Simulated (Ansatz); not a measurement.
# A computed series for hypothetical simple cubic Ni: pressure series

Consider Ni in the simple cubic structure (space group Pm-3m, No. 221; a = 2.330 Å; ferromagnetic; a hypothetical phase, not in the database extracts checked).

Cell and atoms are relaxed at each pressure.

Levels (all Ansatz, a quantum-chemistry and plane-wave program, PAW): PBE (420 eV, without spin-orbit coupling); PBEsol (420 eV, without spin-orbit coupling).

The base cell above is that of PBE; each level relaxes its own structures.

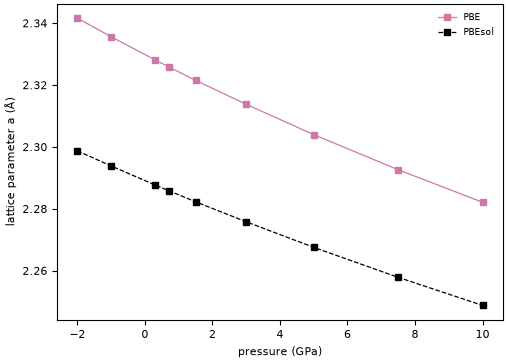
Fig. 1. Lattice parameter a under two levels

**Question.** How do the two levels compare along the series?

**Answer.** PBE lies above PBEsol in every row, by 0.033 Å to 0.043 Å. They put the cases in the same order.

The magnetic state is the one reached from the starting moments; the real material's order can differ, and small cells can't hold many antiferromagnetic ones. Load acts through the strain it causes; cell and atoms are relaxed under it. Stability against distortions was not tested. No other phases were tried under pressure.
